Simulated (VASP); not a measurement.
# Quasiparticle energies of GaN in VASP

Wanted: how far GW moves the Kohn-Sham levels of GaN. The cell is of the zinc-blende type. The start is a computed cell from the Materials Project.

Method: PBE; plane waves and PAW (Ga_d_GW, N_GW), in the first sound run; inputs show where later runs differ, in VASP 6.6.1.

### Step 1. Set-up

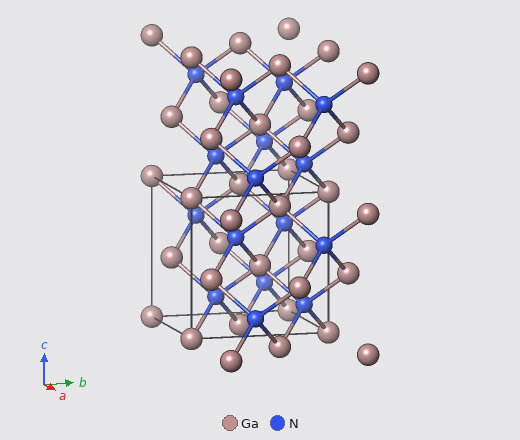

The starting structure, seen slightly off an axis (gallium pink, nitrogen blue). 2×1×2 cells are drawn. This picture shows the conventional cell, with its axes. Bonds to atoms that aren't drawn are left out. Some periodic images of atoms are drawn too.

Coordinates:

```
Ga N
1.0
     0.00000    2.25350    2.25350
     2.25350    0.00000    2.25350
     2.25350    2.25350    0.00000
Ga N
1 1
Direct
  0.00000 0.00000 0.00000
  0.25000 0.25000 0.25000
```

### Step 2. Ground state

The orbitals come from a self-consistent PBE run with a tight EDIFF and a narrow smearing. KPOINTS_OPT adds the bands along a path, which shows whether the mesh holds the band edges.

Contents of INCAR:

```
SYSTEM = GaN
PREC = Accurate
ENCUT = 450
EDIFF = 1E-08
NELM = 100
ISMEAR = 0
SIGMA = 0.01
LREAL = .FALSE.
ALGO = Normal
GGA = PE
NBANDS = 15
LORBIT = 11
LWAVE = .TRUE.
LCHARG = .FALSE.
KPAR = 8
```

Contents of POSCAR:

```
GaN
1.0
    0.0000000000      2.2535006075      2.2535006075
    2.2535006075      0.0000000000      2.2535006075
    2.2535006075      2.2535006075      0.0000000000
Ga N
1 1
Direct
    0.0000000000      0.0000000000      0.0000000000
    0.2500000000      0.2500000000      0.2500000000
```

Contents of KPOINTS:

```
Automatic mesh
0
Gamma
4 4 4
0 0 0
```

Contents of KPOINTS_OPT:

```
Line mode
12
Line-mode
Reciprocal
  0.00000000   0.00000000   0.00000000 GAMMA
  0.50000000   0.00000000   0.50000000 X

  0.50000000   0.00000000   0.50000000 X
  0.50000000   0.25000000   0.75000000 W

  0.50000000   0.25000000   0.75000000 W
  0.37500000   0.37500000   0.75000000 K

  0.37500000   0.37500000   0.75000000 K
  0.00000000   0.00000000   0.00000000 GAMMA

  0.00000000   0.00000000   0.00000000 GAMMA
  0.50000000   0.50000000   0.50000000 L

  0.50000000   0.50000000   0.50000000 L
  0.62500000   0.25000000   0.62500000 U

  0.62500000   0.25000000   0.62500000 U
  0.50000000   0.25000000   0.75000000 W

  0.50000000   0.25000000   0.75000000 W
  0.50000000   0.50000000   0.50000000 L

  0.50000000   0.50000000   0.50000000 L
  0.37500000   0.37500000   0.75000000 K

  0.62500000   0.25000000   0.62500000 U
  0.50000000   0.00000000   0.50000000 X
```

PAW data sets: Ga_d_GW and N_GW (PBE family, release 64).

The run is started by

```sh
$ mpirun -np 8 vasp_std
```

The program printed:

```text
[banner, memory and clock lines left out]
running    8 mpi-ranks, on    1 nodes
 distrk:  each k-point on    1 cores,    8 groups
 distr:  one band on    1 cores,    1 groups

 POSCAR found type information on POSCAR GaN
 POSCAR found :  2 types and       2 ions
|                                                                             |
|           W    W    AA    RRRRR   N    N  II  N    N   GGGG   !!!           |
|           W    W   A  A   R    R  NN   N  II  NN   N  G    G  !!!           |
|           W    W  A    A  R    R  N N  N  II  N N  N  G       !!!           |
|           W WW W  AAAAAA  RRRRR   N  N N  II  N  N N  G  GGG   !            |
|           WW  WW  A    A  R   R   N   NN  II  N   NN  G    G                |
|           W    W  A    A  R    R  N    N  II  N    N   GGGG   !!!           |
|                                                                             |
|     For optimal performance we recommend to set                             |
|       NCORE = 2 up to number-of-cores-per-socket                            |
|     NCORE specifies how many cores store one orbital (NPAR=cpu/NCORE).      |
|     This setting can greatly improve the performance of VASP for DFT.       |
|     The default, NCORE=1 might be grossly inefficient on modern             |
|     multi-core architectures or massively parallel machines. Do your        |
|     Unfortunately you need to use the default for GW and RPA                |
|     calculations (for HF NCORE is supported but not extensively tested      |
|     yet).                                                                   |
|                                                                             |

 LDA part: xc-table for (Slater+PW92), standard interpolation
 POSCAR, INCAR and KPOINTS ok, starting setup
 FFT: planning ... GRIDC
 FFT: planning ... GRID_SOFT
 FFT: planning ... GRID
 WAVECAR not read
 entering main loop
       N       E                     dE             d eps       ncg     rms          rms(c)
DAV:   1     0.138297927496E+03    0.13830E+03   -0.10157E+04   248   0.187E+03
DAV:   2    -0.370157349802E+01   -0.14200E+03   -0.13609E+03   275   0.386E+02
DAV:   3    -0.139004815862E+02   -0.10199E+02   -0.10079E+02   289   0.117E+02
DAV:   4    -0.141099181100E+02   -0.20944E+00   -0.20939E+00   325   0.181E+01
DAV:   5    -0.141145286536E+02   -0.46105E-02   -0.46103E-02   291   0.268E+00    0.111E+01
DAV:   6    -0.120724286726E+02    0.20421E+01   -0.53316E+00   360   0.488E+01    0.519E+00
DAV:   7    -0.120726067257E+02   -0.17805E-03   -0.30771E-01   303   0.886E+00    0.321E+00
DAV:   8    -0.120684650242E+02    0.41417E-02   -0.50353E-02   282   0.360E+00    0.377E-01
DAV:   9    -0.120667488285E+02    0.17162E-02   -0.66301E-03   366   0.234E+00    0.727E-02
DAV:  10    -0.120670068419E+02   -0.25801E-03   -0.76761E-04   276   0.513E-01    0.203E-02
DAV:  11    -0.120669957348E+02    0.11107E-04   -0.65497E-05   395   0.183E-01    0.749E-03
DAV:  12    -0.120669974844E+02   -0.17496E-05   -0.73353E-06   261   0.298E-02    0.347E-03
DAV:  13    -0.120669973474E+02    0.13697E-06   -0.58074E-07   341   0.119E-02    0.349E-04
DAV:  14    -0.120669973347E+02    0.12752E-07   -0.32741E-08   268   0.241E-03    0.185E-04
DAV:  15    -0.120669973498E+02   -0.15099E-07   -0.12318E-09   197   0.475E-04    0.272E-05
DAV:  16    -0.120669973522E+02   -0.23747E-08   -0.35273E-10   141   0.262E-04
   1 F= -.12066997E+02 E0= -.12066997E+02  d E =-.120328E-89
 Start KPOINTS_OPT (optional k-point list driver)
k-point batch [1-8\120]
       N       E                     dE             ncg
DAV:   1     0.560366949494E+03   -0.15211E+04      255
DAV:   2    -0.543049938388E+03   -0.11034E+04      268
DAV:   3    -0.633877816835E+03   -0.90828E+02      303
DAV:   4    -0.635513017371E+03   -0.16352E+01      312
DAV:   5    -0.635549297556E+03   -0.36280E-01      317
DAV:   6    -0.635550901485E+03   -0.16039E-02      350
DAV:   7    -0.635550937661E+03   -0.36177E-04      311
DAV:   8    -0.635550938709E+03   -0.10478E-05      365
DAV:   9    -0.635550938715E+03   -0.56297E-08      256
[...]
k-point batch [113-120\120]
       N       E                     dE             ncg
DAV:   1     0.339964603025E+03   -0.57021E+04      271
DAV:   2    -0.660231560002E+03   -0.10002E+04      289
DAV:   3    -0.718674025647E+03   -0.58442E+02      310
DAV:   4    -0.719672032309E+03   -0.99801E+00      303
DAV:   5    -0.719704133177E+03   -0.32101E-01      311
DAV:   6    -0.719705843349E+03   -0.17102E-02      342
DAV:   7    -0.719705897899E+03   -0.54550E-04      356
DAV:   8    -0.719705898058E+03   -0.15883E-06      342
DAV:   9    -0.719705898060E+03   -0.19410E-08      246
 writing wavefunctions
```

The job ended after 4.4 s (8 MPI ranks of Intel Xeon Platinum 8259CL at 2.50GHz (Skylake/Cascade Lake), shared host; peak memory 1 GiB; 31 s of CPU time).

The logs omit lines about the potential files and the build; timing stands in the text.

Parts of OUTCAR (step 2):

```text
ion  position               nearest neighbor table
   1  0.000  0.000  0.000-   2 1.95   2 1.95   2 1.95   2 1.95
   2  0.250  0.250  0.250-   1 1.95   1 1.95   1 1.95   1 1.95

  LATTYP: Found a face centered cubic cell.
 ALAT       =     4.5070012150

 Subroutine GETGRP returns: Found 24 space group operations
 (whereof 24 operations were pure point group operations)

The static configuration has the point symmetry T_d .

 Found      8 irreducible k-points:

   k-points           NKPTS =      8   k-points in BZ     NKDIM =      8   number of bands    NBANDS=     15

   dimension x,y,z NGX =    24 NGY =   24 NGZ =   24
   dimension x,y,z NGXF=    48 NGYF=   48 NGZF=   48

   ENCUT  =  450.0 eV  33.07 Ry    5.75 a.u.   5.51  5.51  5.51*2*pi/ulx,y,z

   NELECT =      18.0000    total number of electrons

 k-points in reciprocal lattice and weights: Automatic mesh
   0.00000000  0.00000000  0.00000000       0.016
   0.25000000  0.00000000  0.00000000       0.125
   0.50000000  0.00000000  0.00000000       0.062
   0.25000000  0.25000000  0.00000000       0.094
   0.50000000  0.25000000  0.00000000       0.375
  -0.25000000  0.25000000  0.00000000       0.188
   0.50000000  0.50000000  0.00000000       0.047
  -0.25000000  0.50000000  0.25000000       0.094

 average (electrostatic) potential at core
       1 -63.7305       2 -61.3268

 E-fermi :   5.2816

 k-point     1 :       0.0000    0.0000    0.0000
  band No.  band energies     occupation
    ...
      5      -8.0792      2.00000
      6      -8.0792      2.00000
      7       5.1406      2.00000
      8       5.1406      2.00000
      9       5.1406      2.00000
     10       6.8453      0.00000
     11      15.3934      0.00000
     12      15.3934      0.00000
     13      15.3934      0.00000
     14      22.7285      0.00000
    ...

 k-point     2 :       0.2500    0.0000    0.0000
  band No.  band energies     occupation
    ...
      5      -8.0743      2.00000
      6      -8.0177      2.00000
      7       1.2679      2.00000
      8       4.6193      2.00000
      9       4.6193      2.00000
     10       9.1848      0.00000
     11      13.8967      0.00000
     12      15.8510      0.00000
     13      15.8510      0.00000
     14      21.1041      0.00000
    ...

 k-point     3 :       0.5000    0.0000    0.0000
  band No.  band energies     occupation
    ...
      5      -8.0321      2.00000
      6      -6.8008      2.00000
      7      -1.9214      2.00000
      8       4.1709      2.00000
      9       4.1709      2.00000
     10       9.7499      0.00000
     11      13.8566      0.00000
     12      15.4497      0.00000
     13      15.4497      0.00000
     14      20.7385      0.00000
    ...

  Total        0.4978786      0.4978786      0.4978786     -0.0000000      0.0000000     -0.0000000
  in kB       34.8522674     34.8522674     34.8522674     -0.0000000      0.0000000     -0.0000000
  external PRESSURE =      34.8522674 kB  Pullay stress =       0.0000000 kB

  energy-cutoff  :      450.00
  volume of cell :       22.89
      direct lattice vectors                 reciprocal lattice vectors
     0.000000000  2.253500607  2.253500607    -0.221877020  0.221877020  0.221877020
     2.253500607  0.000000000  2.253500607     0.221877020 -0.221877020  0.221877020
     2.253500607  2.253500607  0.000000000     0.221877020  0.221877020 -0.221877020

 POSITION                                       TOTAL-FORCE (eV/Angst)
 -----------------------------------------------------------------------------------
      0.00000      0.00000      0.00000        -0.000000     -0.000000     -0.000000
      1.12675      1.12675      1.12675         0.000000      0.000000      0.000000
 -----------------------------------------------------------------------------------
    total drift:                                0.000016      0.000016      0.000016

  FREE ENERGIE OF THE ION-ELECTRON SYSTEM (eV)
  ---------------------------------------------------
  free  energy   TOTEN  =       -12.0669973522 eV

  energy  without entropy=      -12.0669973522  energy(sigma->0) =      -12.06699735

 total charge
# of ion       s       p       d       tot
------------------------------------------
    1        0.776   0.901  10.129  11.806
    2        1.193   2.464   0.000   3.656
--------------------------------------------------
tot          1.969   3.364  10.129  15.462

[... 3 further parts left out ...]
```

Numbers from this step:

* free energy (TOTEN): -12.07 eV
* Fermi energy: 5.282 eV
* pressure: 3.485 GPa
* least gap on mesh and path: 1.705 eV
* least direct gap on mesh and path: 1.705 eV

The highest empty bands on the path are converged less tightly, to about 0.1 eV. The electronic bands at the labelled points (eV, zero at the valence-band top; v1 is the highest filled band, c1 the lowest empty one):

| point | v3 | v2 | v1 | c1 | c2 |
| --- | --- | --- | --- | --- | --- |
| Γ | 0.00 | 0.00 | 0.00 | 1.70 | 10.25 |
| X | -6.15 | -2.71 | -2.71 | 3.31 | 6.63 |
| W | -5.72 | -3.71 | -3.66 | 6.20 | 8.37 |
| K | -5.89 | -4.27 | -2.18 | 4.96 | 7.85 |
| Γ | 0.00 | 0.00 | 0.00 | 1.70 | 10.25 |
| L | -7.06 | -0.97 | -0.97 | 4.61 | 8.72 |
| U | -5.89 | -4.27 | -2.18 | 4.96 | 7.85 |
| W | -5.72 | -3.71 | -3.66 | 6.20 | 8.37 |
| L | -7.06 | -0.97 | -0.97 | 4.61 | 8.72 |
| K | -5.89 | -4.27 | -2.18 | 4.96 | 7.85 |
| jump to U | -5.89 | -4.27 | -2.18 | 4.96 | 7.85 |
| X | -6.15 | -2.71 | -2.71 | 3.31 | 6.63 |

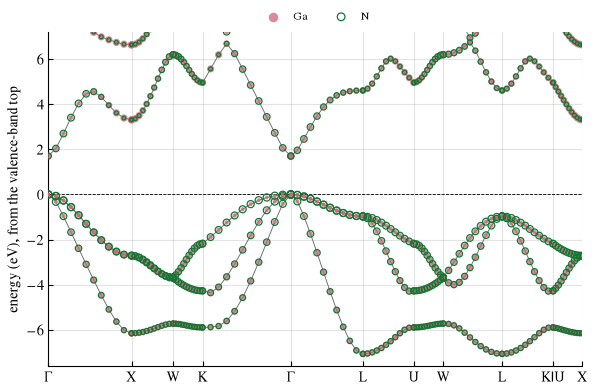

Electronic bands along the path; dots are coloured as in the legend, and their area grows with the weight.

The cell has a gap of 1.70 eV on mesh and path and a pressure of +3.5 GPa, which holds the strain of the given cell against this functional's own volume, and any error of cutoff and mesh. Spin-orbit coupling is left out, which can shift or reorder these edges.

### Step 3. Empty bands

The next step needs empty bands that the ground-state run didn't converge, so the Hamiltonian is diagonalised exactly for NBANDS bands, in a single step. LOPTICS writes the k-derivatives of the orbitals (WAVEDER), which give the long-wavelength limit of the screening.

Contents of INCAR:

```
SYSTEM = GaN
PREC = Accurate
ENCUT = 450
ISMEAR = 0
SIGMA = 0.01
LREAL = .FALSE.
GGA = PE
NBANDS = 24
ALGO = Exact
NELM = 1
LWAVE = .TRUE.
LCHARG = .FALSE.
LOPTICS = .TRUE.
NEDOS = 1000
CSHIFT = 0.1
```

POSCAR is that of step 2.

KPOINTS is that of step 2.

The run is started by

```sh
$ mpirun -np 8 vasp_std
```

The program printed:

```text
[banner, memory and clock lines left out]
running    8 mpi-ranks, on    1 nodes
 distrk:  each k-point on    8 cores,    1 groups
 distr:  one band on    1 cores,    8 groups

 POSCAR found type information on POSCAR GaN
 POSCAR found :  2 types and       2 ions
 [... a notice as in an earlier step ...]

 LDA part: xc-table for (Slater+PW92), standard interpolation
 found WAVECAR, reading the header
  number of bands has changed, file:    15 present:    24
  trying to continue reading WAVECAR, but it might fail
 POSCAR, INCAR and KPOINTS ok, starting setup
 FFT: planning ... GRIDC
 FFT: planning ... GRID_SOFT
 FFT: planning ... GRID
 reading WAVECAR
 random initialization beyond band           15
 the WAVECAR file was read successfully
 initial charge from wavefunction
 entering main loop
       N       E                     dE             d eps       ncg     rms          rms(c)
DIA:   1    -0.120669973518E+02   -0.12067E+02    0.00000E+00     0   0.000E+00
   1 F= -.12066997E+02 E0= -.12066997E+02  d E =-.416603E-29
 writing wavefunctions
 optical routines
 imaginary and real dielectric function
 recalculating local potential from charge density
 direction            1
 direction            2
 direction            3
```

Run time: 1.8 s. Hardware: 8 MPI ranks; peak memory 0.89 GiB.

OUTCAR, selected parts (step 3):

```text
The static configuration has the point symmetry T_d .

 Found      8 irreducible k-points:

   k-points           NKPTS =      8   k-points in BZ     NKDIM =      8   number of bands    NBANDS=     24

   NELECT =      18.0000    total number of electrons

 E-fermi :   5.2177

 k-point     1 :       0.0000    0.0000    0.0000
  band No.  band energies     occupation
    ...
      5      -8.0792      2.00000
      6      -8.0792      2.00000
      7       5.1406      2.00000
      8       5.1406      2.00000
      9       5.1406      2.00000
     10       6.8453      0.00000
     11      15.3934      0.00000
     12      15.3934      0.00000
     13      15.3934      0.00000
     14      22.7284      0.00000
    ...

  Total        0.4985415      0.4985415      0.4985415     -0.0000000      0.0000000     -0.0000000
  in kB       34.8986656     34.8986656     34.8986656     -0.0000000      0.0000000     -0.0000000
  external PRESSURE =      34.8986656 kB  Pullay stress =       0.0000000 kB

 POSITION                                       TOTAL-FORCE (eV/Angst)
 -----------------------------------------------------------------------------------
      0.00000      0.00000      0.00000        -0.000000      0.000000     -0.000000
      1.12675      1.12675      1.12675         0.000000     -0.000000      0.000000
 -----------------------------------------------------------------------------------
    total drift:                                0.000016      0.000016      0.000016

  FREE ENERGIE OF THE ION-ELECTRON SYSTEM (eV)
  ---------------------------------------------------
  free  energy   TOTEN  =       -12.0669973518 eV

  energy  without entropy=      -12.0669973518  energy(sigma->0) =      -12.06699735

 plasma frequency squared (from intraband transitions) (eV^2)
  --------------------------------------------------------------------------------------
       0.000       0.000       0.000
       0.000       0.000       0.000
       0.000       0.000       0.000

[... 13 parts as in an earlier step ...]
```

WAVECAR now holds 24 bands for 18 electrons. Its independent-particle dielectric tensor has xx, yy, zz = 10.3, 10.3, 10.3 on this mesh, which isn't tested for convergence; a coarse zone-centred mesh tends to overstate it, local fields are missing, and the same mesh feeds the screening.

(Continued in part 2 of 4.)

[Lines on the potential files, build, host, timing and source positions are cut from VASP's logs without a mark.]

[Logs are printed without paths, hosts, clocks, repeated set-up lines and the standing remarks that a program may print on its own settings, such as how far it seeks lower states.]

[Hosts, paths, dates, database ids (printed as entryN), source tags and the programs' standing remarks are cut or masked in the printed files.]

[Measured values are set beside computed ones only where the two were judged alike; some that the calculation misses by far are left out.]

[Pressures printed for these runs are not shown converged in the cutoff: they can be off by several GPa and have the wrong sign.]
